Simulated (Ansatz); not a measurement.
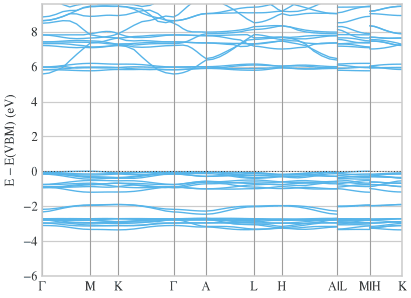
Figure. Band structure from r²SCAN (plane waves, PAW; program Ansatz)

Problem. Read off the gap and where the band edges lie.

Solution. About 5.6 eV (5.58 eV by a search for the band edges); maximum at M, minimum at Γ.

The material is Rb3NaW2O8 in space group P-3m1 (No. 164; Pearson symbol hP14).

The first step of the workflow began from a Materials Project structure, measured or hypothetical; the Crystallography Open Database copy checked does not list it. Its standing as an ambient phase is unchecked. The cell was relaxed with r²SCAN under the symmetry of its start; whether a distortion lowers the energy is not shown. No spin polarisation was allowed. No Hubbard U is applied. Spin–orbit coupling is left out wherever it is not named.

Potentials: the later of the program's two PAW sets.
